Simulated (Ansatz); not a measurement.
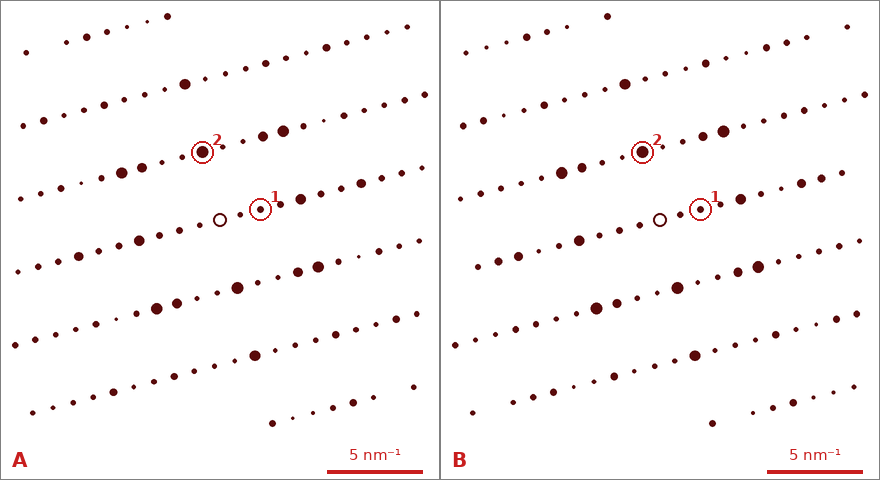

Kinematic electron diffraction patterns (300 kV, B = 0.5 Å², same scale) along [110] of the run's own cell, for the start and the end of one relaxation of CaLuBi2O4 with DFT, PAW plane waves, pbe (Ansatz 0.2.0). k mesh 8×8×4. The start is a generated model structure, and the relaxation ends in the nearest stationary point of its symmetry, not necessarily the ground state. Spot 1 is 0 0 -2 and spot 2 is -1 1 0 in both.

Start structure:

```yaml
crystal:
  lattice:
    - [3.80087, 0.00000, 0.00000]
    - [0.00000, 3.80087, 0.00000]
    - [0.00000, 0.00000, 9.02518]
  atoms:
    - { symbol: Lu, position: [0.00000, 0.00000, 0.00000] }
    - { symbol: Bi, position: [0.50000, 0.50000, 0.72930] }
    - { symbol: Bi, position: [0.50000, 0.50000, 0.27070] }
    - { symbol: O, position: [0.50000, 0.00000, 0.85400] }
    - { symbol: O, position: [0.00000, 0.50000, 0.85400] }
    - { symbol: O, position: [0.50000, 0.00000, 0.14600] }
    - { symbol: O, position: [0.00000, 0.50000, 0.14600] }
    - { symbol: Ca, position: [0.00000, 0.00000, 0.50000] }
```

> Which pattern belongs to the start structure, and which to the relaxed one?

B is the start: its cell gives d(1) = 4.513 Å, d(2) = 2.688 Å and an angle of 90.0°. The spot positions hardly differ, so the intensities decide: those computed from the start structure match B, and A is the relaxed structure.

> Name reflections whose intensity changes strongly on relaxation.

0 0 3 goes from 4 to 11 % of the strongest spot; 0 0 8 goes from 18 to 7.5 % of the strongest spot; 0 0 5 goes from 5.7 to 12 % of the strongest spot.

> What did the relaxation do to the structure and the energy?

The cell was held fixed; with the mean shift removed, the atoms moved by up to 0.08 Å relative to the cell (Bi most); the space group stayed P4/mmm (No. 123); the free energy fell by 12 meV an atom.
